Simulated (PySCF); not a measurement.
## A study: BiMe2H (C₂H₇Bi)

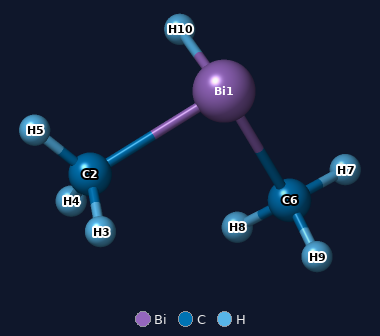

The molecule, with its atoms numbered as below. No frequency check shows the geometry to be a minimum.

Coordinates in Å:

```
Bi1      0.0001    0.2922    0.0226
C2      -1.6358   -1.2835   -0.0047
H3      -1.7335   -1.7243    0.9794
H4      -1.3751   -2.0524   -0.7176
H5      -2.5791   -0.8374   -0.2921
C6       1.6348   -1.2844   -0.0047
H7       2.5573   -0.8543   -0.3717
H8       1.3372   -2.0944   -0.6542
H9       1.7922   -1.6666    0.9959
H10      0.0008    0.3851   -1.7557
```

## 1. Bonding charge

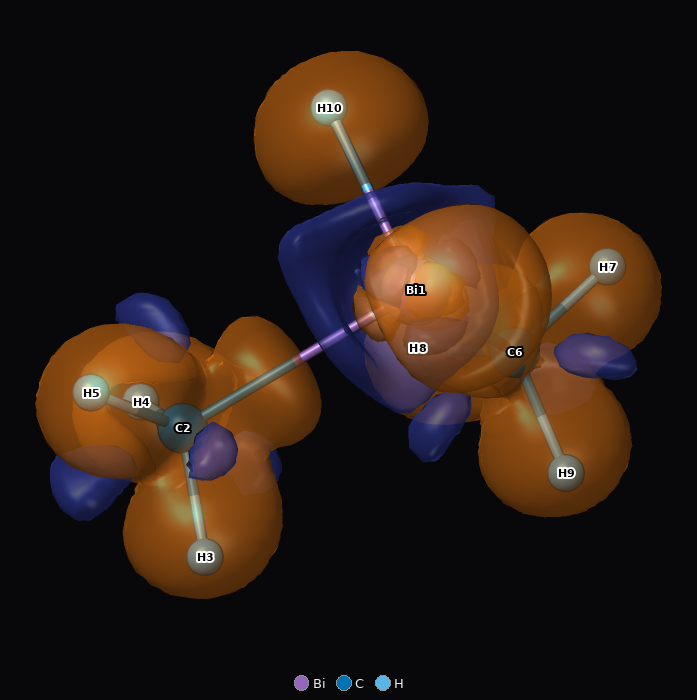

Deformation density (molecule less spherical, spin-averaged free atoms at the same positions), surfaces at ±0.05 e/Å³; orange: gain, blue: loss.

Level of theory: ωB97X/def2-SVP (PySCF), at a geometry from GFN2-xTB. Core potentials replace the inner electrons of Bi; spin–orbit coupling isn't included.

Q: Describe the bonding that the map shows.

A: C6–H8: +0.69 e/Å³ at the bond critical point (bond length 1.08 Å, Mayer order 1.0). C2–H4: +0.69 e/Å³ at the bond critical point (bond length 1.08 Å, Mayer order 1.0). C6–H7: +0.68 e/Å³ at the bond critical point (bond length 1.08 Å, Mayer order 1.0). C2–H5: +0.68 e/Å³ at the bond critical point (bond length 1.08 Å, Mayer order 1.0). C6–H9: +0.68 e/Å³ at the bond critical point (bond length 1.08 Å, Mayer order 1.0). C2–H3: +0.68 e/Å³ at the bond critical point (bond length 1.08 Å, Mayer order 1.0). Bi1–H10: +0.15 e/Å³ at the bond critical point (bond length 1.78 Å, Mayer order 1.0). Bi1–C6: +0.09 e/Å³ at the bond critical point (bond length 2.27 Å, Mayer order 1.0). Bi1–C2: +0.09 e/Å³ at the bond critical point (bond length 2.27 Å, Mayer order 1.0). In all, 2.2 electrons gather in the regions of gain relative to the promolecule. A small or negative value marks a very polar bond, one between electron-rich atoms, whose free-atom densities already overlap strongly, a long bond to a heavier atom, or a closed-shell contact such as a hydrogen bond.

Q: Where do the Hirshfeld charges lie?

A: The highest Hirshfeld charge is on Bi1 (+0.34 e), the lowest on C2 (−0.22 e).

## 2. Local ionisation energy

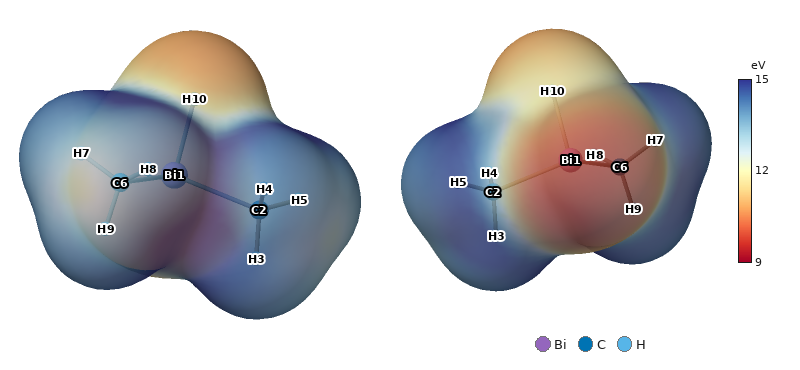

Average local ionisation energy on the surface of electron density 0.001 a.u. (back view left, front view right).

Q: Where are the most loosely bound electrons on this surface?

A: The lowest value is 9.8 eV, 2.5 Å from Bi1. Further minima include 10.7 eV, 1.5 Å from H10; 12.3 eV, near H4 (1.81 Å), H5 (1.90 Å), H3 (1.95 Å) and C2 (1.95 Å), and at like points elsewhere. For comparison, the highest occupied orbital lies at −8.9 eV.

Q: What volume does the surface enclose, and what is the dipole moment?

A: About 118 Å³; the dipole moment is 0.6 D.

## 3. In an electric field

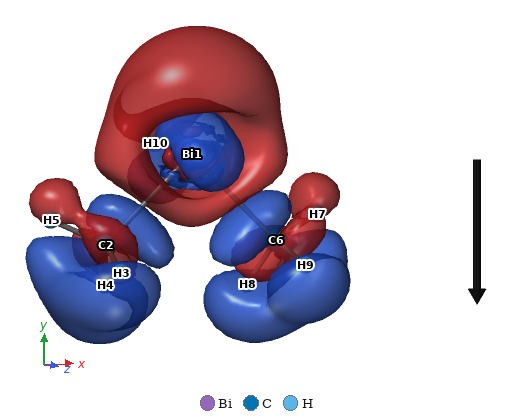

Change of the electron density in a uniform field of 0.26 V/Å along −y (arrow), surfaces at ±0.0015 e/Å³ (red: gain, blue: loss).

Computed with PySCF, ωB97X/def2-SVPD, geometry: GFN2-xTB. Core potentials replace the inner electrons of Bi; spin–orbit coupling isn't included.

Q: How large is the response?

A: The induced dipole is 1.02 D (along the field); α along this axis, from the fields in both directions, is 79 bohr³ (11.7 Å³).

Q: Which atoms gain and lose the most charge?

A: Electrons gather most on Bi1 (Hirshfeld charge changes by −0.044 e) and leave H8 most (+0.010 e); 0.084 electrons are displaced in all.
